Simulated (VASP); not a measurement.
Here is the system:

```xyz
3
Lattice="1.5119 -2.6187 0.0000 1.5119 2.6187 0.0000 0.0000 0.0000 3.2231" Properties=species:S:1:pos:R:3 pbc="T T T"
Ti     0.0000     0.0000     0.0000
B      1.5119     0.8729     1.6115
B      1.5119    -0.8729     1.6115
```

All values below come from r2SCAN+rVV10, VASP's PBE PAW potentials (set 64) (plane waves; VASP 6.6.1). Run with 520 eV cut-off, 13×13×11 Γ-centred mesh, tetrahedra with Blöchl corrections, potentials Ti_sv B.

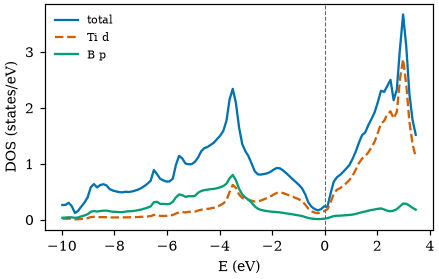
Figure. Total and projected density of states, zero at the Fermi level

Within 2 eV below the Fermi level the largest weight inside VASP's projection spheres is Ti d, then B p.

It has no gap at this level: it comes out as a metal or semimetal.

The compound is TiB2 in the AlB2 type structure. It was relaxed first.
